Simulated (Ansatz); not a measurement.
# Ga8P8 wurtzite off sphere (Ga₈P₈H₂₂): one molecule under many settings

How do the results and run time of Ga8P8 wurtzite off sphere (Ga₈P₈H₂₂) respond when the settings are drawn wide?

Computed with Ansatz 0.2.0, Gaussian basis. Level: the settings change from run to run.

### Step 1. The geometry

The structure was relaxed beforehand with PBE-D4/def2-SVP.

38 atoms, charge 0, spin multiplicity 1.

Atoms are counted from 1 here; the program's logs count them from 0.

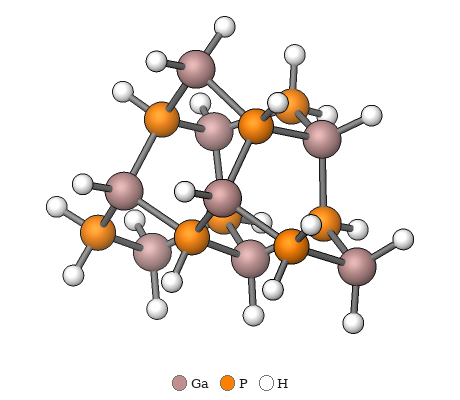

The geometry (gallium pink, phosphorus orange, hydrogen white).

### Step 2. r2SCANh/6-31G*

Options: density fitting with def2-universal-jkfit.

in.yaml reads:

```yaml
crystal:
  periodic: [false, false, false]
  atoms:
    - {symbol: Ga, position_ang: [0.501465, -4.308710, -1.404863]}
    - {symbol: P, position_ang: [0.505383, -4.057222, 1.039277]}
    - {symbol: P, position_ang: [0.515238, -1.945125, -1.895640]}
    - {symbol: Ga, position_ang: [-1.502481, -0.865536, -1.233522]}
    - {symbol: Ga, position_ang: [0.507089, -1.920556, 2.150338]}
    - {symbol: P, position_ang: [-1.337936, -0.772959, 1.166840]}
    - {symbol: P, position_ang: [-1.427489, 1.422563, -1.892354]}
    - {symbol: Ga, position_ang: [-3.480050, 2.593185, -1.398175]}
    - {symbol: Ga, position_ang: [-1.406951, 1.397286, 2.153572]}
    - {symbol: P, position_ang: [-3.258431, 2.466973, 1.045603]}
    - {symbol: Ga, position_ang: [2.540336, -0.957964, -1.153620]}
    - {symbol: P, position_ang: [2.352271, -0.756419, 1.213870]}
    - {symbol: P, position_ang: [2.306177, 1.332238, -1.883380]}
    - {symbol: Ga, position_ang: [0.441469, 2.680367, -1.150027]}
    - {symbol: Ga, position_ang: [2.618521, 1.508570, 2.047456]}
    - {symbol: P, position_ang: [0.523770, 2.413174, 1.217000]}
    - {symbol: H, position_ang: [-0.901993, -4.926530, -1.773556]}
    - {symbol: H, position_ang: [1.901792, -4.935124, -1.774347]}
    - {symbol: H, position_ang: [-0.568010, -4.812406, 1.608464]}
    - {symbol: H, position_ang: [1.589225, -4.800935, 1.603493]}
    - {symbol: H, position_ang: [0.545588, -1.842287, -3.324381]}
    - {symbol: H, position_ang: [-2.806210, -1.617193, -1.701696]}
    - {symbol: H, position_ang: [0.467721, -2.027337, 3.720118]}
    - {symbol: H, position_ang: [-2.500950, -1.444390, 1.663420]}
    - {symbol: H, position_ang: [-1.324453, 1.399426, -3.321216]}
    - {symbol: H, position_ang: [-4.717805, 1.688196, -1.767352]}
    - {symbol: H, position_ang: [-3.321490, 4.119567, -1.765381]}
    - {symbol: H, position_ang: [-1.517822, 1.414342, 3.723471]}
    - {symbol: H, position_ang: [-4.449010, 1.914790, 1.614872]}
    - {symbol: H, position_ang: [-3.359369, 3.776653, 1.611918]}
    - {symbol: H, position_ang: [3.868886, -1.613147, -1.686878]}
    - {symbol: H, position_ang: [3.495455, -1.468865, 1.699835]}
    - {symbol: H, position_ang: [2.301738, 1.331093, -3.312893]}
    - {symbol: H, position_ang: [3.532122, 2.039242, -1.687638]}
    - {symbol: H, position_ang: [0.538888, 4.159225, -1.681216]}
    - {symbol: H, position_ang: [2.569548, 1.478758, 3.623946]}
    - {symbol: H, position_ang: [3.778029, 2.178335, 1.199634]}
    - {symbol: H, position_ang: [0.479749, 3.758734, 1.704996]}
basis:
  gaussian: {orbitals: "6-31G*", fitting: {mean_field: def2-universal-jkfit}}
hamiltonian: {xc: {name: r2SCANh}}
scf: {omitted_lower_state_checks: [starts]}
output: {forces: true}
```

The run is started by

```console
$ ansatz run in.yaml --threads 2 --pin off --events-out ev --progress --plain --max-ram 32768MiB --backend cuda --devices 0, --max-vram 18GiB
```

Output (excerpt; [...] marks lines left out):

```text
Functional definition: r2SCANh
  name "r2SCANh"
  cite "Bursch, Neugebauer, Ehlert & Grimme, J. Chem. Phys. 156, 134105 (2022) doi:10.1063/5.0086040"
  cite "Furness, Kaplan, Ning, Perdew & Sun, J. Phys. Chem. Lett. 11, 8208 (2020) doi:10.1021/acs.jpclett.0c02405"
  cite "Furness, Kaplan, Ning, Perdew & Sun, J. Phys. Chem. Lett. 11, 9248 (2020) doi:10.1021/acs.jpclett.0c03077"
  parent r2scan
[...]
3548 factors; integrals over basis functions are off by at most 7.7e-2 eV
[...]
mean field -493628.40323033 eV, -18140.5092253655 hartree, gradient 4.0e-5 eV, S^2 0.000000; 0 other end points of the search recorded, 0 dependent functions left out
[...]
reference -493628.40327120 eV, -18140.5092268673 hartree; 195, 195 occupied and 281, 281 virtual orbitals, 3548 factors
Total energy: -493628.40327120 eV, -18140.5092268673 hartree
Atom 0 at     0.501465    -4.308710    -1.404863 Å, force    -0.001794     0.002913     0.001422 eV/Å
Atom 1 at     0.505383    -4.057222     1.039277 Å, force     0.004816    -0.409844     0.314814 eV/Å
Atom 2 at     0.515238    -1.945125    -1.895640 Å, force     0.015295    -0.073046    -0.338718 eV/Å
Atom 3 at    -1.502481    -0.865536    -1.233522 Å, force     0.002312     0.001277     0.003591 eV/Å
Atom 4 at     0.507089    -1.920556     2.150338 Å, force     0.003481     0.020939    -0.030436 eV/Å
[...]
Atom 22 at     0.467721    -2.027337     3.720118 Å, force     0.005505     0.001170    -0.204872 eV/Å
Atom 23 at    -2.500950    -1.444390     1.663420 Å, force     0.282812     0.163287    -0.121587 eV/Å
Atom 24 at    -1.324453     1.399426    -3.321216 Å, force    -0.024365     0.007264     0.340352 eV/Å
Atom 25 at    -4.717805     1.688196    -1.767352 Å, force     0.159300     0.129838     0.043616 eV/Å
Atom 26 at    -3.321490     4.119567    -1.765381 Å, force    -0.031113    -0.202960     0.042159 eV/Å
Atom 27 at    -1.517822     1.414342     3.723471 Å, force     0.003625     0.004516    -0.204887 eV/Å
Atom 28 at    -4.449010     1.914790     1.614872 Å, force     0.328604     0.148256    -0.157402 eV/Å
Atom 29 at    -3.359369     3.776653     1.611918 Å, force     0.029445    -0.358173    -0.157648 eV/Å
Atom 30 at     3.868886    -1.613147    -1.686878 Å, force    -0.166199     0.087981     0.068383 eV/Å
Atom 31 at     3.495455    -1.468865     1.699835 Å, force    -0.276652     0.178311    -0.115984 eV/Å
Atom 32 at     2.301738     1.331093    -3.312893 Å, force    -0.032194    -0.018919     0.358804 eV/Å
Atom 33 at     3.532122     2.039242    -1.687638 Å, force    -0.333488    -0.192335    -0.023514 eV/Å
Atom 34 at     0.538888     4.159225    -1.681216 Å, force    -0.006941    -0.188011     0.068144 eV/Å
Atom 35 at     2.569548     1.478758     3.623946 Å, force     0.019782     0.011620    -0.208234 eV/Å
Atom 36 at     3.778029     2.178335     1.199634 Å, force    -0.140505    -0.081181     0.125535 eV/Å
Atom 37 at     0.479749     3.758734     1.704996 Å, force     0.015755    -0.328561    -0.116514 eV/Å
Dipole moment:    -0.022675    -0.013103     0.016029 e Å
Checks for a lower state left out: starts
```

Wall time 19 s (1 × H100 (card shared with other runs) with 2 threads of AMD EPYC 7R13, shared host); peak host memory 2.6 GiB.

Largest force 0.552 eV/Å, dipole 0.15 D.

### Step 3. rPW86-PBE/STO-3G

This run has a grid of angular degree 47, finite nuclei, the search for lower states set to light.

Edit in.yaml of step 2 so:

```diff
@@ -42,5 +42,4 @@
 basis:
-  gaussian: {orbitals: "6-31G*", fitting: {mean_field: def2-universal-jkfit}}
-hamiltonian: {xc: {name: r2SCANh}}
-scf: {omitted_lower_state_checks: [starts]}
-output: {forces: true}
+  gaussian: {orbitals: STO-3G, final_grid: {core_spheres: 20, valence_spheres: 16, degree: 47}, nuclear_model: gaussian}
+hamiltonian: {xc: {name: rPW86-PBE}}
+scf: {lower_state_search: light}
```

Launched as before.

Output (excerpt; [...] marks lines left out):

```text
Functional definition: rPW86-PBE
  name "rPW86-PBE"
  cite "Murray, Lee & Langreth, J. Chem. Theory Comput. 5, 2754 (2009) doi:10.1021/ct900365q"
  cite "Perdew, Burke & Ernzerhof, Phys. Rev. Lett. 77, 3865 (1996) doi:10.1103/PhysRevLett.77.3865"
  parent pbe
[...]
2573 factors; integrals over basis functions are off by at most 5.9e-5 eV
[...]
mean field -488174.93402666 eV, -17940.0979286247 hartree, gradient 2.2e-5 eV, S^2 0.000000; 6 other end points of the search recorded, 0 dependent functions left out
reference -488174.93422266 eV, -17940.0979358276 hartree; 195, 195 occupied and 43, 43 virtual orbitals, 2573 factors
Total energy: -488174.93422266 eV, -17940.0979358276 hartree
```

It took 25 s on 1 × H100 (card shared with other runs) with 2 threads of AMD EPYC 7R13, shared host; peak host memory 1.1 GiB.

### Step 4. PBEsol/def2-SVP

This run has density fitting with def2-universal-jkfit, a grid of angular degree 47, D3(BJ) with three-body dispersion, the search for lower states set to off.

Edit in.yaml of step 3 so:

```diff
@@ -42,4 +42,5 @@
 basis:
-  gaussian: {orbitals: STO-3G, final_grid: {core_spheres: 20, valence_spheres: 16, degree: 47}, nuclear_model: gaussian}
-hamiltonian: {xc: {name: rPW86-PBE}}
-scf: {lower_state_search: light}
+  gaussian: {orbitals: def2-SVP, fitting: {mean_field: def2-universal-jkfit}, final_grid: {core_spheres: 20, valence_spheres: 16, degree: 47}}
+hamiltonian: {xc: {name: PBEsol}, dispersion: d3bjatm}
+scf: {lower_state_search: off}
+output: {forces: true}
```

The command is unchanged.

Output (excerpt; [...] marks lines left out):

```text
Functional definition: PBEsol
  name "PBEsol"
  cite "Perdew et al., Phys. Rev. Lett. 100, 136406 (2008) doi:10.1103/PhysRevLett.100.136406"
  cite "Perdew, Burke & Ernzerhof, Phys. Rev. Lett. 77, 3865 (1996) doi:10.1103/PhysRevLett.77.3865"
  parent pbesol
[...]
3548 factors; integrals over basis functions are off by at most 3.5e-1 eV
[...]
mean field -493085.15607659 eV, -18120.5452606915 hartree, gradient 7.5e-6 eV, S^2 0.000000; 0 other end points of the search recorded, 0 dependent functions left out
[...]
reference -493085.15617413 eV, -18120.5452642763 hartree; 195, 195 occupied and 315, 315 virtual orbitals, 3548 factors
Total energy: -493086.66897203 eV, -18120.6008585735 hartree
Atom 0 at     0.501465    -4.308710    -1.404863 Å, force    -0.000042     0.105487     0.082683 eV/Å
[...]
Atom 30 at     3.868886    -1.613147    -1.686878 Å, force    -0.047581     0.025295     0.017699 eV/Å
Atom 31 at     3.495455    -1.468865     1.699835 Å, force     0.041112    -0.022316     0.015217 eV/Å
Atom 32 at     2.301738     1.331093    -3.312893 Å, force    -0.023007    -0.013193    -0.073069 eV/Å
Atom 33 at     3.532122     2.039242    -1.687638 Å, force     0.060489     0.034877     0.034556 eV/Å
Atom 34 at     0.538888     4.159225    -1.681216 Å, force    -0.001876    -0.053871     0.017649 eV/Å
Atom 35 at     2.569548     1.478758     3.623946 Å, force    -0.002351    -0.001294    -0.062012 eV/Å
Atom 36 at     3.778029     2.178335     1.199634 Å, force    -0.046856    -0.027055     0.024313 eV/Å
Atom 37 at     0.479749     3.758734     1.704996 Å, force     0.001269     0.046760     0.015259 eV/Å
Dipole moment:    -0.023906    -0.013829     0.035084 e Å
Checks for a lower state left out: stability, starts, cluster_reference, orbital_swaps, neighbouring_geometries, increment
```

Wall time 15 s (1 × H100 (card shared with other runs) with 2 threads of AMD EPYC 7R13, shared host); peak host memory 1.2 GiB.

Largest force 0.220 eV/Å, dipole 0.21 D.

### Step 5. B3LYP5/6-31G

Edit in.yaml of step 4 so:

```diff
@@ -42,5 +42,4 @@
 basis:
-  gaussian: {orbitals: def2-SVP, fitting: {mean_field: def2-universal-jkfit}, final_grid: {core_spheres: 20, valence_spheres: 16, degree: 47}}
-hamiltonian: {xc: {name: PBEsol}, dispersion: d3bjatm}
-scf: {lower_state_search: off}
-output: {forces: true}
+  gaussian: {orbitals: 6-31G}
+hamiltonian: {xc: {name: B3LYP5}}
+scf: {omitted_lower_state_checks: [starts]}
```

Same command.

Output (excerpt; [...] marks lines left out):

```text
Functional definition: B3LYP5
  name "B3LYP5"
  cite "Stephens, Devlin, Chabalowski & Frisch, J. Phys. Chem. 98, 11623 (1994) doi:10.1021/j100096a001"
  cite "Becke, Phys. Rev. A 38, 3098 (1988) doi:10.1103/PhysRevA.38.3098"
  cite "Lee, Yang & Parr, Phys. Rev. B 37, 785 (1988) doi:10.1103/PhysRevB.37.785"
  cite "Vosko, Wilk & Nusair, Can. J. Phys. 58, 1200 (1980) doi:10.1139/p80-159"
[...]
3824 factors; integrals over basis functions are off by at most 6.0e-4 eV
[...]
mean field -493591.43381802 eV, -18139.1506245219 hartree, gradient 3.1e-5 eV, S^2 0.000000; 0 other end points of the search recorded, 0 dependent functions left out
reference -493591.43447030 eV, -18139.1506484929 hartree; 195, 195 occupied and 185, 185 virtual orbitals, 3824 factors
Total energy: -493591.43447030 eV, -18139.1506484929 hartree
Checks for a lower state left out: starts
```

Wall time 13 s (1 × H100 (card shared with other runs) with 2 threads of AMD EPYC 7R13, shared host); peak host memory 1.1 GiB.

### Step 6. The runs in one table

```
           level  charge  multiplicity  geometry  functions  energy (eV)  time
  r2SCANh/6-31G*       0             1   relaxed        476  -493628.403  19 s
rPW86-PBE/STO-3G       0             1   relaxed        238  -488174.934  25 s
 PBEsol/def2-SVP       0             1   relaxed        510  -493086.669  15 s
    B3LYP5/6-31G       0             1   relaxed        380  -493591.434  13 s
```

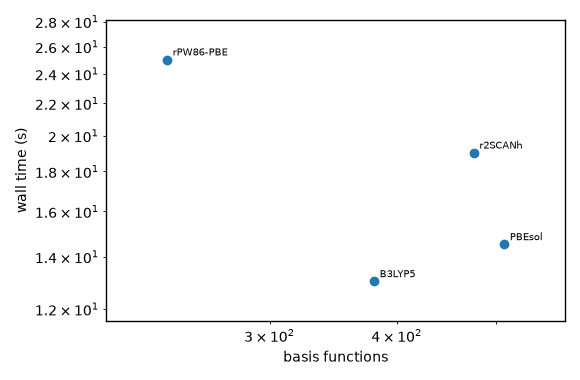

Wall time against the number of basis functions (shared host).

### Step 7. What came out

```
                                         quantity                   value
                                             runs                       4
                                         quickest      B3LYP5/6-31G, 13 s
                                          slowest  rPW86-PBE/STO-3G, 25 s
spread of total energies, same state and geometry               5453.5 eV
                  dipole, same state and geometry          0.15 to 0.21 D
```

What this shows: The times lie within a factor of two. Total energies at one charge and spin differ by 5453 eV between levels, so only differences within one level mean anything. At the PBE-D4/def2-SVP geometry and in the same state, runs without warnings or point charges leave forces up to 0.55 eV/Å (r2SCANh/6-31G*).
